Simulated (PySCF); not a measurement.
## Electronic structure of C8H9BF2S in real space

```yaml
atoms:
  - { symbol: F, position_ang: [5.0926, 0.5355, 0.5247] }
  - { symbol: B, position_ang: [3.8878, 0.9197, 0.9118] }
  - { symbol: F, position_ang: [3.8261, 1.8486, 1.8512] }
  - { symbol: C, position_ang: [2.6303, 0.3080, 0.2891] }
  - { symbol: C, position_ang: [2.5586, -0.6459, -0.7096] }
  - { symbol: C, position_ang: [1.2345, -0.9806, -1.0717] }
  - { symbol: C, position_ang: [0.2859, -0.2832, -0.3507] }
  - { symbol: C, position_ang: [-1.1939, -0.3783, -0.4410] }
  - { symbol: C, position_ang: [-2.0262, -0.7449, 0.8150] }
  - { symbol: C, position_ang: [-3.1134, 0.2315, 0.3329] }
  - { symbol: C, position_ang: [-2.0532, 0.9047, -0.5562] }
  - { symbol: S, position_ang: [1.0405, 0.7844, 0.7718] }
  - { symbol: H, position_ang: [3.4496, -1.0842, -1.1625] }
  - { symbol: H, position_ang: [0.9693, -1.7108, -1.8378] }
  - { symbol: H, position_ang: [-1.4398, -1.0683, -1.2634] }
  - { symbol: H, position_ang: [-1.5282, -0.3826, 1.7279] }
  - { symbol: H, position_ang: [-2.2869, -1.8043, 0.9559] }
  - { symbol: H, position_ang: [-3.6180, 0.8513, 1.0879] }
  - { symbol: H, position_ang: [-3.8816, -0.2802, -0.2668] }
  - { symbol: H, position_ang: [-1.5653, 1.7461, -0.0391] }
  - { symbol: H, position_ang: [-2.3365, 1.2350, -1.5666] }
```

Geometry: PBE0-D3(BJ)/def2-SVP.

Level of theory: CAM-B3LYP/def2-SVPD, SCF density, gas phase in PySCF 2.14.0.

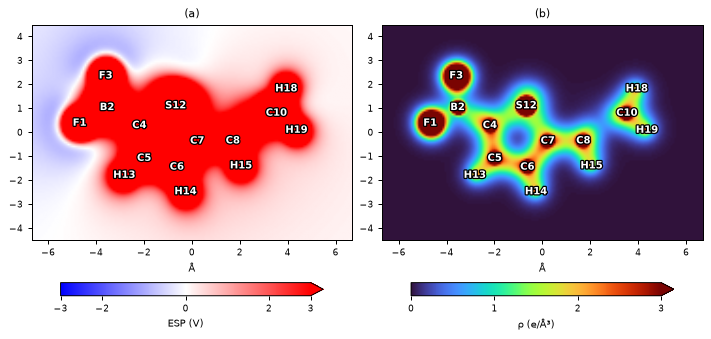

Figure 1. (a) electrostatic potential; (b) total electron density on the plane of atoms B2, C4 and C5.

What do the fields say about this system?

Answer. Atoms in the plane: F, B, C, S and H.
B–F (1.32 Å): the density is about 2.2 e/Å³ at the midpoint.
C–C (1.38 Å): ρ is about 2.1 e/Å³ halfway.
C–B (1.53 Å): ρ at the midpoint is about 1.5 e/Å³.
C–S (1.72 Å): ρ is about 1.5 e/Å³ halfway.
C–H (1.09 Å): ρ is about 2 e/Å³ halfway.
Outside the dense part of the molecule the potential is most negative (−0.9 V) near F3.

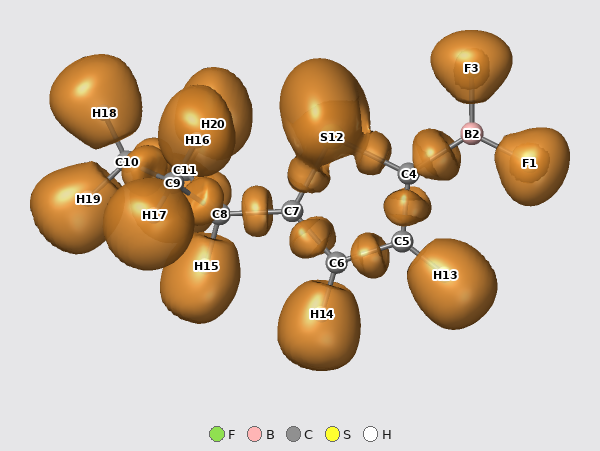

Figure 2. Isosurface of the electron localisation function at 0.75 (orange), seen at an oblique angle. Core shells and regions of very low density are left out.

Describe the localisation domains.

Answer. At this value the surface marks out one region between bonded B–C atoms (shared pairs), eight regions between bonded C–C atoms (shared pairs), nine regions around hydrogen nuclei, two regions on F in which the atom's valence shell and bonds are merged and one region on S in which the atom's valence shell and bonds are merged. Profiles from the grid: B–F (1.32 Å): the ELF peaks at about 0.85 between the atoms; a shared but strongly polarised pair. C–C (1.38 Å): the ELF peaks at about 0.95 between the atoms (a covalent bond).

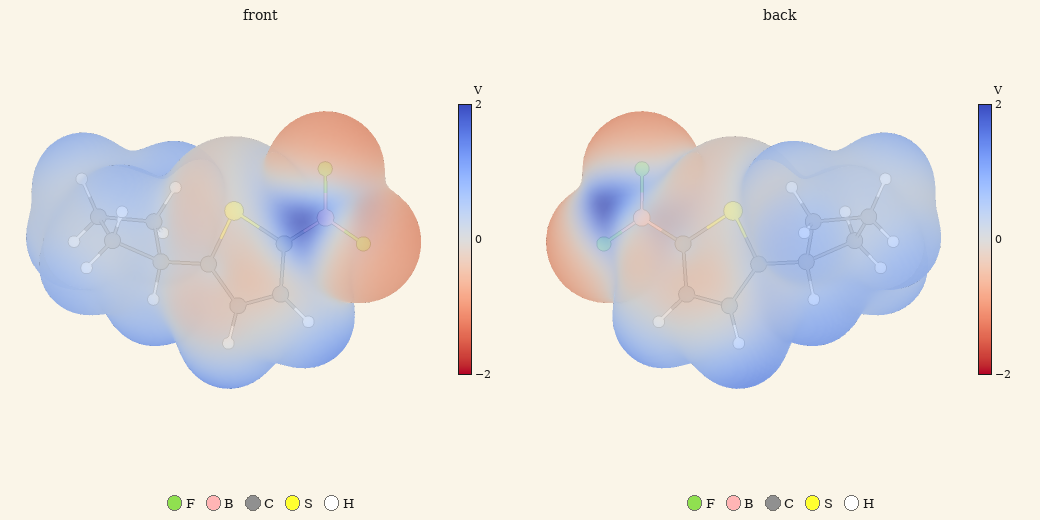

Figure 3. The molecular electrostatic potential painted on the density surface at 0.002 e/bohr³, seen from the front and from behind; red is negative and blue positive.

Which sites attract a positive test charge, and which a negative one?

Answer. A positive charge is drawn to the negative regions and a negative charge to the positive ones. The most negative region (about −0.9 V) lies over F1 and F3, the most positive (about +1.5 V) over B2.

What dipole moment does the calculation give?

Answer. Its dipole moment is 3.53 D.
